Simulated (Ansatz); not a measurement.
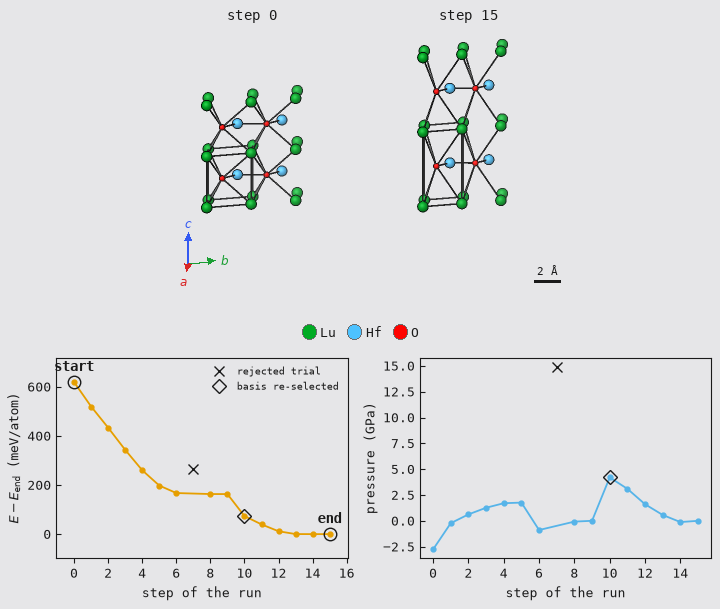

First and last geometry of a relaxation of crystalline LuHfO (a generated structure, set up in P-6m2), with the history of the run. The picture is a ball-and-stick view of the cell of the calculation, repeated 1 × 2 × 2 with one cell outlined, seen from a free direction.

Level of theory: DFT PBE, scalar-relativistic, plane waves, PAW in Ansatz 0.2.0. (plane-wave cutoff 420 eV; k-point mesh 12 × 12 × 12; occupations gaussian; smearing width 0.1 eV; no spin polarisation; cell and atoms relaxed; force threshold 0.01 eV/Å; at most 80 steps)

What do the curves and the structures tell?

Answer. The run was cut off at its time limit before the relaxation converged, so the last structure is only a point on the way. The atoms keep their places relative to the cell (all moves are under 0.005 Å). The drawn cell changes as follows: a = b 4.024 → 3.528 Å (−12.3 %), c 4.122 → 6.019 Å (+46.0 %); the volume changes by +12.3 %. Near-neighbour distances that change, for instance: Hf–Lu 3.106 → 3.634 Å, Lu–O 3.106 → 3.634 Å, Lu–Lu 4.024 → 3.528 Å, Hf–O 2.323 → 2.037 Å. The space group stays P-6m2 (No. 187). The energy falls by 619 meV per atom in 13 accepted moves (15 points after the start). All forces vanish by symmetry, so only the cell relaxes. Pressure: −2.76 GPa at the start and 0.00 GPa at the end. The line search rejected the trial step at point 7 of the run. At 1 point the geometry stayed and the basis and grid were re-selected for the new cell (energy shift of 89.6 meV per atom at most each time). Cost: 15 min on 1 thread of Intel(R) Xeon(R) Processor @ 2.70GHz (shared host), peak memory 0.57 GiB.

| step | E − E(0), meV/atom | pressure, GPa | volume, Å³/atom | note |
| --- | --- | --- | --- | --- |
| 0 | 0.00 | -2.76 | 19.268 |  |
| 1 | -99.47 | -0.22 | 18.978 |  |
| 2 | -185.70 | 0.63 | 19.065 |  |
| 3 | -275.96 | 1.27 | 19.178 |  |
| 4 | -358.94 | 1.71 | 19.288 |  |
| 5 | -421.29 | 1.77 | 19.407 |  |
| 6 | -451.82 | -0.89 | 19.887 |  |
| 7 | -354.01 | 14.90 | 18.106 | rejected |
| 8 | -455.93 | -0.07 | 19.779 |  |
| 9 | -456.02 | 0.01 | 19.765 |  |
| 10 | -545.62 | 4.20 | 19.765 | same geometry, new basis |
| 11 | -579.45 | 3.10 | 20.198 |  |
| 12 | -607.45 | 1.61 | 20.808 |  |
| 13 | -618.88 | 0.57 | 21.384 |  |
| 14 | -619.09 | -0.12 | 21.659 |  |
| 15 | -619.18 | 0.00 | 21.632 |  |
